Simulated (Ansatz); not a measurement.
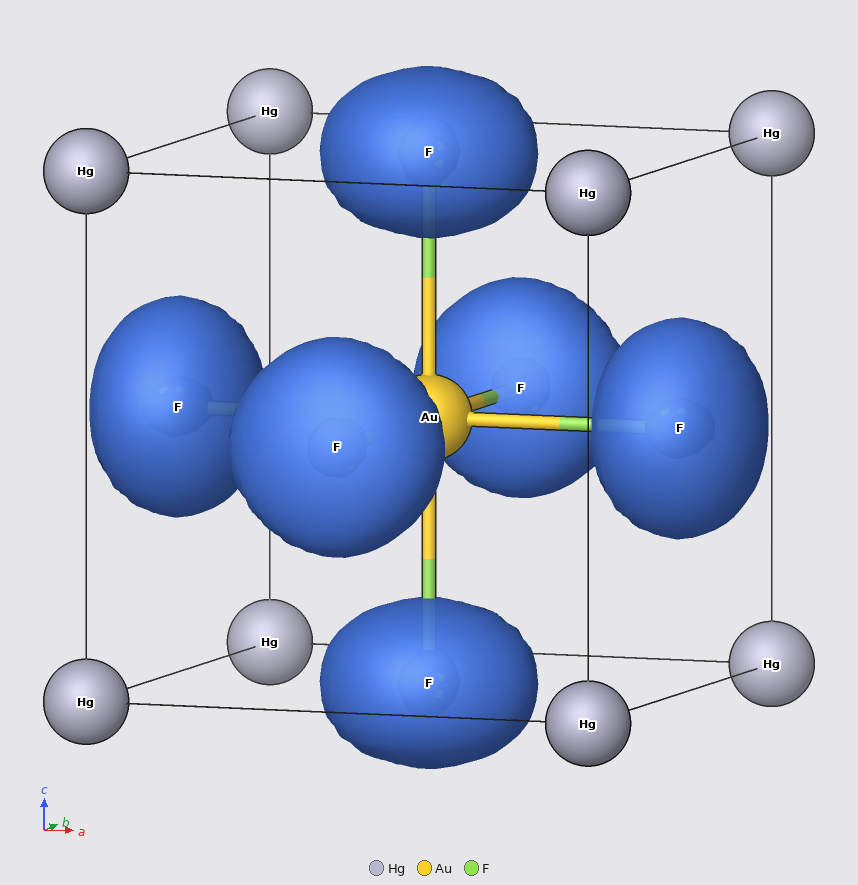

The picture shows: HgAuF₃. Isosurface of the electron localisation function at 0.65 (blue), seen slightly off an axis. Only the valence region is drawn (cores and ρ < 0.01 e/Å³ removed). Sticks mark near contacts.

Space group Pm-3m; a structure from a database of computed crystals, not necessarily the ambient phase; started from the KZnF3-221 prototype, which need not be the ambient phase.

Theory: DFT, r2SCAN+rVV10, plane waves, PAW (Ansatz 0.2.0).

In a PAW calculation such maps are meaningful between the atoms, not at the nuclei.

Question: What do the ELF domains correspond to?

Answer: The ELF exceeds this value in three regions wrapped around F (the valence shell of each), counted in one cell of 5 atoms. Any copies at cell faces, edges or corners count once. Profiles from the grid: Au–F (2.15 Å): the ELF is about 0.15 at the midpoint; no localised pair shows between them. Hg–F (3.05 Å): the ELF is about 0.05 at the midpoint; no localised pair shows between them.
